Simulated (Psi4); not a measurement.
**Frequency calculation of CH₆Al (charge −1) (part 1 of 4)**

The run: frequency calculation of CH₆Al, charge −1, SMILES [CH3][AlH3-]. Method and program: SVWN-RPA/pcseg-1, RKS (Psi4 1.11).

The geometry was optimised with SVWN-RPA/pcseg-1 (4 decimals).

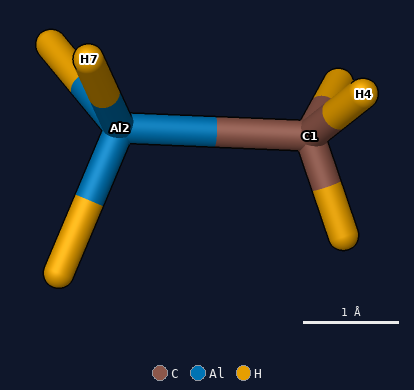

Fig. 1: The structure (stick view, seen at a tilt; atoms are numbered from 1 in the order of the input). Sticks mark near contacts. Bond lengths as drawn: Al–C 2.02 Å, Al–H 1.66 Å and C–H 1.11 Å.

## Input file (ch6al.py)
```python
import psi4
from rdkit import Chem

psi4.set_memory(1600000000)
psi4.set_num_threads(1)
psi4.set_output_file('output.dat', False)

rd = Chem.SDMolSupplier('ch6al.sdf', removeHs=False, sanitize=False)[0]
xyz = rd.GetConformer().GetPositions()
atoms = '\n'.join(f'{a.GetSymbol()} {x:.4f} {y:.4f} {z:.4f}' for a, (x, y, z) in zip(rd.GetAtoms(), xyz))
molecule = psi4.geometry('-1 1\n' + atoms + '')

psi4.set_options({
    'basis': 'pcseg-1',
    't': 298.15,
})

e_tot, wfn = psi4.frequency('svwn', molecule=molecule, return_wfn=True)
print(f'total energy {e_tot:.8f} hartree = {e_tot * 27.211386:.5f} eV')
print('wavenumbers / cm^-1:', wfn.frequencies().np.round(1))
for k in ('ZPVE', 'ENTHALPY', 'GIBBS FREE ENERGY'):
    print(f'{k}: {psi4.variable(k):.8f} Eh')
for k, v in sorted(psi4.core.scalar_variables().items()):
    print(f'{k:45s} {v:18.10f}')
```

## File ch6al.sdf
```

     RDKit          3D

  8  7  0  0  0  0  0  0  0  0999 V2000
   -0.1822    0.1094   -1.0307 C   0  0  0  0  0  0  0  0  0  0  0  0
    0.1673   -0.1007    0.9500 Al  0  0  0  0  0  4  0  0  0  0  0  0
   -0.5209   -0.8415   -1.4915 H   0  0  0  0  0  0  0  0  0  0  0  0
    0.7289    0.4305   -1.5767 H   0  0  0  0  0  0  0  0  0  0  0  0
   -0.9673    0.8674   -1.2314 H   0  0  0  0  0  0  0  0  0  0  0  0
   -0.8132    0.9161    1.8154 H   0  0  0  0  0  0  0  0  0  0  0  0
    1.7463    0.2631    1.2942 H   0  0  0  0  0  0  0  0  0  0  0  0
   -0.1341   -1.6596    1.4224 H   0  0  0  0  0  0  0  0  0  0  0  0
  2  1  1  0
  3  1  1  0
  4  1  1  0
  5  1  1  0
  6  2  1  0
  7  2  1  0
  8  2  1  0
M  CHG  1   2  -1
M  END
$$$$
```

Hardware: 1 thread of Intel Xeon (Granite Rapids), 16 GiB of memory available, shared host.

Launch command:
```bash
python ch6al.py
```

## What the program printed
```
Psi4 1.11 release

gradient() will perform analytic gradient computation.

   => Loading Basis Set <=

    Name: PCSEG-1
    Role: ORBITAL
    Keyword: BASIS

         ---------------------------------------------------------
                                   SCF
                              RKS Reference
                        1 Threads,   1525 MiB Core
         ---------------------------------------------------------

  ==> Geometry <==

    Molecular point group: c1
    Full point group: C1

    Geometry (in Angstrom), charge = -1, multiplicity = 1:

       Center              X                  Y                   Z               Mass
    ------------   -----------------  -----------------  -----------------  -----------------
         C           -0.234780535500     0.141122777540    -1.330472000431    12.000000000000
         AL           0.114719464500    -0.068977222460     0.650227999569    26.981538530000
         H           -0.573480535500    -0.809777222460    -1.791272000431     1.007825032230
         H            0.676319464500     0.462222777540    -1.876472000431     1.007825032230
         H           -1.019880535500     0.899122777540    -1.531172000431     1.007825032230
         H           -0.865780535500     0.947822777540     1.515627999569     1.007825032230
         H            1.693719464500     0.294822777540     0.994427999569     1.007825032230
         H           -0.186680535500    -1.627877222460     1.122627999569     1.007825032230

  Running in c1 symmetry.

  Rotational constants: A =      1.60270  B =      0.31581  C =      0.31581 [cm^-1]
  Rotational constants: A =  48047.76937  B =   9467.86300  C =   9467.76892 [MHz]
  Nuclear repulsion =   55.256956663365450

  Charge       = -1
  Multiplicity = 1
  Electrons    = 26
  Nalpha       = 13
  Nbeta        = 13

  ==> Algorithm <==

  SCF Algorithm Type is DF.
  DIIS enabled.
  MOM disabled.
  Fractional occupation disabled.
  Guess Type is SAD.
  Energy threshold   = 1.00e-08
  Density threshold  = 1.00e-08
  Integral threshold = 1.00e-12

  ==> Primary Basis <==

  Basis Set: PCSEG-1
    Blend: PCSEG-1
    Number of shells: 32
    Number of basis functions: 62
    Number of Cartesian functions: 64
    Spherical Harmonics?: true
    Max angular momentum: 2

  ==> DFT Potential <==

   => LibXC <=

    Version 7.1.2

   => Composite Functional: SVWN <=

    Slater exchange
    Vosko, Wilk & Nusair (VWN5_RPA)

    Deriv               =              1
    GGA                 =          FALSE
    Meta                =          FALSE

    Exchange Hybrid     =          FALSE
    MP2 Hybrid          =          FALSE

   => Exchange Functionals <=

    1.0000         XC_LDA_X

   => Correlation Functionals <=

    1.0000   XC_LDA_C_VWN_RPA

   => LibXC Density Thresholds  <==

    XC_LDA_C_VWN_RPA:  1.00E-15
    XC_LDA_X:  1.00E-15

   => Molecular Quadrature <=

    Radial Scheme          =       TREUTLER
    Pruning Scheme         =           NONE
    Nuclear Scheme         =       TREUTLER

    Blocking Scheme        =         OCTREE
    BS radius alpha        =              1
    Pruning alpha          =              1
    Radial Points          =             75
    Spherical Points       =            302
    Total Points           =         174804
    Total Blocks           =           1359
    Max Points             =            256
    Max Functions          =             62
    Weights Tolerance      =       1.00E-15

   => Loading Basis Set <=

    Name: (PCSEG-1 AUX)
    Role: JKFIT
    Keyword: DF_BASIS_SCF

  ==> Integral Setup <==

  DFHelper Memory: AOs need 0.010 GiB; user supplied 1.052 GiB.
  SCF_SUBTYPE=INCORE selected. In-core MEM_DF algorithm will be used.
  Using in-core AOs.

  ==> MemDFJK: Density-Fitted J/K Matrices <==

    J tasked:                   Yes
    K tasked:                    No
    wK tasked:                   No
    Memory [MiB]:              1077
    Algorithm:                 Core
    Schwarz Cutoff:           1E-12
    Mask sparsity (%):       0.0520
    Fitting Condition:        1E-10

   => Auxiliary Basis Set <=

  Basis Set: (PCSEG-1 AUX)
    Blend: DEF2-UNIVERSAL-JKFIT
    Number of shells: 99
    Number of basis functions: 311
    Number of Cartesian functions: 364
    Spherical Harmonics?: true
    Max angular momentum: 4

  Cached 100.0% of DFT collocation blocks in 0.066 [GiB].

  Minimum eigenvalue in the overlap matrix is 1.4099446729E-02.
  Reciprocal condition number of the overlap matrix is 2.6665691768E-03.
    Using symmetric orthogonalization.

  ==> Pre-Iterations <==

  SCF Guess: Superposition of Atomic Densities via on-the-fly atomic UHF (no occupation information).

   -------------------------
    Irrep   Nso     Nmo
   -------------------------
     A         62      62
   -------------------------
    Total      62      62
   -------------------------

  ==> Iterations <==

                           Total Energy        Delta E     RMS |[F,P]|

   @DF-RKS iter SAD:  -282.48538687007812   -2.82485e+02   0.00000e+00
   @DF-RKS iter   1:  -282.63135117319860   -1.45964e-01   1.51990e-02 ADIIS/DIIS
   @DF-RKS iter   2:  -281.51126920536313    1.12008e+00   2.23793e-02 ADIIS/DIIS
   @DF-RKS iter   3:  -283.15147007039883   -1.64020e+00   1.96020e-03 ADIIS/DIIS
   @DF-RKS iter   4:  -283.16525061614476   -1.37805e-02   6.60272e-04 ADIIS/DIIS
   @DF-RKS iter   5:  -283.16713027266979   -1.87966e-03   1.32106e-04 ADIIS/DIIS
   @DF-RKS iter   6:  -283.16718665584943   -5.63832e-05   4.49249e-05 DIIS
   @DF-RKS iter   7:  -283.16719292166897   -6.26582e-06   3.69022e-06 DIIS
   @DF-RKS iter   8:  -283.16719296267712   -4.10081e-08   2.91089e-07 DIIS
   @DF-RKS iter   9:  -283.16719296297276   -2.95643e-10   4.36287e-08 DIIS
   @DF-RKS iter  10:  -283.16719296297708   -4.32010e-12   8.29634e-09 DIIS
  Energy and wave function converged.

  ==> Post-Iterations <==

   Electrons on quadrature grid:
      Ntotal   =   25.9999919548 ; deviation = -8.045e-06

    Orbital Energies [Eh]
    ---------------------

    Doubly Occupied:

       1A    -54.852288     2A     -9.578614     3A     -3.665587
       4A     -2.296870     5A     -2.296870     6A     -2.296407
       7A     -0.432417     8A     -0.178958     9A     -0.178948
      10A     -0.170510    11A     -0.056950    12A     -0.049465
      13A     -0.049456

    Virtual:

      14A      0.151364    15A      0.185423    16A      0.185437
      17A      0.213336    18A      0.227161    19A      0.227164
      20A      0.266989    21A      0.312227    22A      0.318789
      23A      0.318791    24A      0.386557    25A      0.541894
      26A      0.541917    27A      0.596888    28A      0.640215
      29A      0.640260    30A      0.720173    31A      0.743702
      32A      0.743720    33A      0.799310    34A      0.799333
      35A      0.802232    36A      0.983799    37A      1.023847
      38A      1.023870    39A      1.178132    40A      1.501159
      41A      1.501199    42A      1.960529    43A      1.961715
      44A      2.011753    45A      2.013517    46A      2.013525
      47A      2.027788    48A      2.027807    49A      2.111577
      50A      2.114776    51A      2.114798    52A      2.238736
      53A      2.238786    54A      2.343122    55A      2.542022
      56A      2.542046    57A      2.590895    58A      2.727864
      59A      2.727872    60A      3.040901    61A      3.282950
      62A      3.282978

    Final Occupation by Irrep:
              A
    DOCC [    13 ]
    NA   [    13 ]
    NB   [    13 ]

  @DF-RKS Final Energy:  -283.16719296297708

   => Energetics <=

    Nuclear Repulsion Energy =             55.2569566633654503
    One-Electron Energy =                -507.1740849267063140
    Two-Electron Energy =                 194.1757708073947697
    DFT Exchange-Correlation Energy =     -25.4258355070309534
    Empirical Dispersion Energy =           0.0000000000000000
    VV10 Nonlocal Energy =                  0.0000000000000000
    Total Energy =                       -283.1671929629770830

Computation Completed

Properties will be evaluated at   0.000000,   0.000000,   0.000000 [a0]

Properties computed using the SCF density matrix

 Multipole Moments:

 ------------------------------------------------------------------------------------
     Multipole            Electronic (a.u.)      Nuclear  (a.u.)        Total (a.u.)
 ------------------------------------------------------------------------------------

 L = 1.  Multiply by 2.5417464519 to convert [e a0] to [Debye]
 Dipole X            :          0.1415973           -0.3649314           -0.2233342
 Dipole Y            :         -0.0857527            0.2199064            0.1341537
 Dipole Z            :          0.8062799           -2.0713288           -1.2650490
 Magnitude           :                                                    1.2915975

 ------------------------------------------------------------------------------------

	total time  =          2 seconds =       0.03 minutes

         ------------------------------------------------------------
                                   SCF GRAD
         ------------------------------------------------------------

  ==> Geometry <==

    Molecular point group: c1
    Full point group: C1

    Geometry (in Angstrom), charge = -1, multiplicity = 1:

       Center              X                  Y                   Z               Mass
    ------------   -----------------  -----------------  -----------------  -----------------
         C           -0.234780535500     0.141122777540    -1.330472000431    12.000000000000
         AL           0.114719464500    -0.068977222460     0.650227999569    26.981538530000
         H           -0.573480535500    -0.809777222460    -1.791272000431     1.007825032230
         H            0.676319464500     0.462222777540    -1.876472000431     1.007825032230
         H           -1.019880535500     0.899122777540    -1.531172000431     1.007825032230
         H           -0.865780535500     0.947822777540     1.515627999569     1.007825032230
         H            1.693719464500     0.294822777540     0.994427999569     1.007825032230
         H           -0.186680535500    -1.627877222460     1.122627999569     1.007825032230

  Nuclear repulsion =   55.256956663365450

  ==> Basis Set <==

  Basis Set: PCSEG-1
    Blend: PCSEG-1
    Number of shells: 32
    Number of basis functions: 62
    Number of Cartesian functions: 64
    Spherical Harmonics?: true
    Max angular momentum: 2

  ==> DFJKGrad: Density-Fitted SCF Gradients <==

    Gradient:                    1
    J tasked:                  Yes
    K tasked:                   No
    wK tasked:                  No
    Integrals threads:           1
    Memory [MiB]:             1144
    Schwarz Cutoff:          1E-12
    Fitting Condition:       1E-10

   => Auxiliary Basis Set <=

  Basis Set: (PCSEG-1 AUX)
    Blend: DEF2-UNIVERSAL-JKFIT
    Number of shells: 99
    Number of basis functions: 311
    Number of Cartesian functions: 364
    Spherical Harmonics?: true
    Max angular momentum: 4

  ==> DFT Potential <==

   => LibXC <=

    Version 7.1.2

   => Composite Functional: SVWN <=

    Slater exchange
    Vosko, Wilk & Nusair (VWN5_RPA)

    Deriv               =              1
    GGA                 =          FALSE
    Meta                =          FALSE

    Exchange Hybrid     =          FALSE
    MP2 Hybrid          =          FALSE

   => Exchange Functionals <=

    1.0000         XC_LDA_X

   => Correlation Functionals <=

    1.0000   XC_LDA_C_VWN_RPA

   => LibXC Density Thresholds  <==

    XC_LDA_C_VWN_RPA:  1.00E-15
    XC_LDA_X:  1.00E-15

   => Molecular Quadrature <=

    Radial Scheme          =       TREUTLER
    Pruning Scheme         =           NONE
    Nuclear Scheme         =       TREUTLER

    Blocking Scheme        =         OCTREE
    BS radius alpha        =              1
    Pruning alpha          =              1
    Radial Points          =             75
    Spherical Points       =            302
    Total Points           =         174804
    Total Blocks           =           1359
    Max Points             =            256
    Max Functions          =             62
    Weights Tolerance      =       1.00E-15

  -Total Gradient:
     Atom            X                  Y                   Z
    ------   -----------------  -----------------  -----------------
       1       -0.000020544978    -0.000000497541     0.000019743770
       2       -0.000003945876     0.000004735318    -0.000036658160
       3        0.000012753467     0.000029402528    -0.000002731485
       4       -0.000016104817    -0.000000985094    -0.000000433898
       5        0.000028450974    -0.000028343233    -0.000006311658
       6        0.000002593491     0.000003992261     0.000011325470
       7        0.000000036423    -0.000004024837     0.000008745687
       8       -0.000000948961    -0.000005414895     0.000009015324

	total time  =          0 seconds =       0.00 minutes

  Based on options and gradient (rms=1.51E-05), recommend projecting translations and projecting rotations.
hessian() will perform analytic frequency computation.

   => Loading Basis Set <=

    Name: PCSEG-1
    Role: ORBITAL
    Keyword: BASIS

         ---------------------------------------------------------
                                   SCF
                              RKS Reference
                        1 Threads,   1525 MiB Core
         ---------------------------------------------------------

  ==> Geometry <==

    Molecular point group: c1
    Full point group: C1

    Geometry (in Angstrom), charge = -1, multiplicity = 1:

       Center              X                  Y                   Z               Mass
    ------------   -----------------  -----------------  -----------------  -----------------
         C           -0.234780535500     0.141122777540    -1.330472000431    12.000000000000
         AL           0.114719464500    -0.068977222460     0.650227999569    26.981538530000
         H           -0.573480535500    -0.809777222460    -1.791272000431     1.007825032230
         H            0.676319464500     0.462222777540    -1.876472000431     1.007825032230
         H           -1.019880535500     0.899122777540    -1.531172000431     1.007825032230
         H           -0.865780535500     0.947822777540     1.515627999569     1.007825032230
         H            1.693719464500     0.294822777540     0.994427999569     1.007825032230
         H           -0.186680535500    -1.627877222460     1.122627999569     1.007825032230

  Running in c1 symmetry.

  Rotational constants: A =      1.60270  B =      0.31581  C =      0.31581 [cm^-1]
  Rotational constants: A =  48047.76937  B =   9467.86300  C =   9467.76892 [MHz]
  Nuclear repulsion =   55.256956663365450

  Charge       = -1
  Multiplicity = 1
  Electrons    = 26
  Nalpha       = 13
  Nbeta        = 13

  ==> Algorithm <==

  SCF Algorithm Type is DF.
  DIIS enabled.
  MOM disabled.
  Fractional occupation disabled.
  Guess Type is SAD.
  Energy threshold   = 1.00e-08
  Density threshold  = 1.00e-08
  Integral threshold = 1.00e-12

  ==> Primary Basis <==

  Basis Set: PCSEG-1
    Blend: PCSEG-1
    Number of shells: 32
    Number of basis functions: 62
    Number of Cartesian functions: 64
    Spherical Harmonics?: true
    Max angular momentum: 2

  ==> DFT Potential <==

   => LibXC <=

    Version 7.1.2

   => Composite Functional: SVWN <=

    Slater exchange
    Vosko, Wilk & Nusair (VWN5_RPA)

    Deriv               =              1
    GGA                 =          FALSE
    Meta                =          FALSE

    Exchange Hybrid     =          FALSE
    MP2 Hybrid          =          FALSE

   => Exchange Functionals <=

    1.0000         XC_LDA_X

   => Correlation Functionals <=

    1.0000   XC_LDA_C_VWN_RPA

   => LibXC Density Thresholds  <==

    XC_LDA_C_VWN_RPA:  1.00E-15
    XC_LDA_X:  1.00E-15

   => Molecular Quadrature <=

    Radial Scheme          =       TREUTLER
    Pruning Scheme         =           NONE
    Nuclear Scheme         =       TREUTLER

    Blocking Scheme        =         OCTREE
    BS radius alpha        =              1
    Pruning alpha          =              1
    Radial Points          =             75
    Spherical Points       =            302
    Total Points           =         174804
    Total Blocks           =           1359
    Max Points             =            256
    Max Functions          =             62
    Weights Tolerance      =       1.00E-15

   => Loading Basis Set <=

    Name: (PCSEG-1 AUX)
    Role: JKFIT
    Keyword: DF_BASIS_SCF

  ==> Integral Setup <==

  DFHelper Memory: AOs need 0.010 GiB; user supplied 1.052 GiB.
  SCF_SUBTYPE=INCORE selected. In-core MEM_DF algorithm will be used.
  Using in-core AOs.

  ==> MemDFJK: Density-Fitted J/K Matrices <==

    J tasked:                   Yes
    K tasked:                    No
    wK tasked:                   No
    Memory [MiB]:              1077
    Algorithm:                 Core
    Schwarz Cutoff:           1E-12
    Mask sparsity (%):       0.0520
    Fitting Condition:        1E-10

   => Auxiliary Basis Set <=
```
